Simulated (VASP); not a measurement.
Band structure of HgZn$_{3}$S$_{4}$ (ordered alloy cell). All values below come from PBEsol GGA, VASP's PBE PAW potentials (set 64) (plane waves; VASP).

Unless said otherwise, spin-orbit coupling is left out, though it shifts the bands of the heavy elements here.

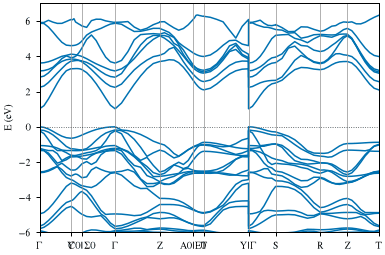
Figure: Bands along high-symmetry lines, zero at the valence-band maximum or, without a gap, the Fermi level

**Question.** Read the plot: is there a gap, and where are the band edges?

**Answer.** The gap is direct, 1.02 eV, from the valence maximum at Γ to the conduction minimum at Γ. (Edges off the drawn lines would not show.)

The structure was generated: HgZn3S4 was put into an ordered model structure (Amm2), which need not be its known phase. It was relaxed first.
